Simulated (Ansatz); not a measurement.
# CH5FGeOSi: a ladder of functionals and wavefunction methods

Aim: compute CH5FGeOSi with functionals from several rungs and with coupled cluster, and see how far each lands from CCSD(T) at the basis-set limit for the atomisation energy.

Computed with Ansatz 0.2.0, Gaussian basis. Level: functionals in def2-TZVPP, the program's frozen cores in correlated methods.

Levels to be run: PBE-D4, r2SCAN-D4, PBE0-D4, B3LYP-D4, ωB97X-V, ωB97M-V, B2PLYP; CCSD(T)/def2-TZVPP; MP2/def2-QZVPP; extrapolation to the limit.

### Step 1. Structure used throughout

An earlier PBE0-D4 in a triple-zeta def2 set relaxation fixed the geometry.

SMILES `F[CH2][GeH]1[O][SiH2]1`, 10 atoms, charge 0, spin multiplicity 1.

Atoms are counted from 1 here; the program's logs count them from 0.

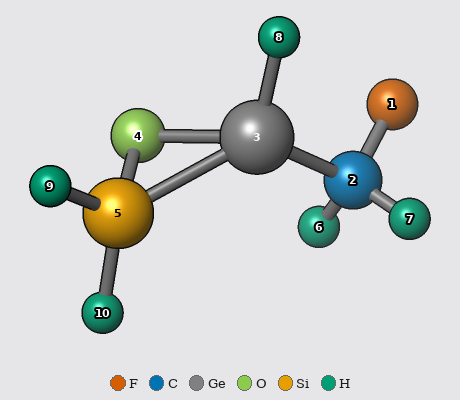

The structure; fluorine orange, carbon blue, germanium grey, oxygen green, silicon amber, hydrogen teal; atoms are numbered from 1 in the order of the file.

### Step 2. PBE-D4 (GGA)

The input, in.yaml:

```yaml
crystal:
  periodic: [false, false, false]
  atoms:
    - {symbol: F, position_ang: [-1.215103, 1.089353, 2.246857]}
    - {symbol: C, position_ang: [-0.282037, 1.229170, 1.236880]}
    - {symbol: Ge, position_ang: [0.221461, -0.527403, 0.495074]}
    - {symbol: O, position_ang: [-0.933843, -0.916635, -0.951556]}
    - {symbol: Si, position_ang: [0.529354, -0.894274, -1.713861]}
    - {symbol: H, position_ang: [-0.715319, 1.833128, 0.434661]}
    - {symbol: H, position_ang: [0.592561, 1.745880, 1.641912]}
    - {symbol: H, position_ang: [0.084180, -1.634595, 1.550772]}
    - {symbol: H, position_ang: [1.036265, -2.180253, -2.253730]}
    - {symbol: H, position_ang: [0.765483, 0.204529, -2.684111]}
basis:
  gaussian: {orbitals: def2-TZVPP}
hamiltonian: {xc: pbe, dispersion: d4}
output: {forces: true, orbitals: {seedname: orbitals}}
```

Started as:

```sh
$ ansatz run in.yaml --threads 4 --pin off --events-out ev --progress --plain --max-ram 10444MiB
```

The runs that follow: r2SCAN-D4 (meta-GGA); PBE0-D4 (hybrid); B3LYP-D4 (hybrid); ωB97X-V (range-separated); ωB97M-V (range-separated); B2PLYP (double hybrid); CCSD(T) in def2-TZVPP; MP2 in def2-QZVPP.

**Question.** What will the summary of the whole plan be? Wanted: atomisation energy, CCSD(T)/CBS; farthest; mean size of error, hybrid; mean size of error, range-separated; gap, smallest and largest; T1 diagnostic; triples share of the correlation energy.

**Answer**, as computed:

| quantity | value |
| --- | --- |
| atomisation energy, CCSD(T)/CBS | 3362.7 kJ/mol |
| functionals within 33.6 kJ/mol (1.0 %) | r2SCAN-D4, ωB97X-V, ωB97M-V |
| farthest | B2PLYP (-60.4 kJ/mol) |
| mean size of error, hybrid | 36.7 kJ/mol |
| mean size of error, range-separated | 13.0 kJ/mol |
| gap, smallest and largest | 4.04 eV (PBE-D4), 10.16 eV (ωB97X-V) |
| T1 diagnostic | 0.0137 |
| triples share of the correlation energy | 3.7 % |

In words: PBE-D4 is off by +44.3 kJ/mol. Double hybrids carry the basis error of their MP2 part in triple zeta, and no dispersion term here, so their miss is partly the set-up's. The reference freezes the cores and leaves out relativity and excitations past (T), and its outer-core shells are covered unevenly, so misses under about 33.6 kJ/mol can't be ranked. Hartree-Fock recovers 69 % of the binding; the rest is correlation. The gap grows from 4.0 to 10.2 eV across the functionals, mostly with the share of exact exchange. Correlated methods include outer-core shells of Ge, which these sets cover unevenly.
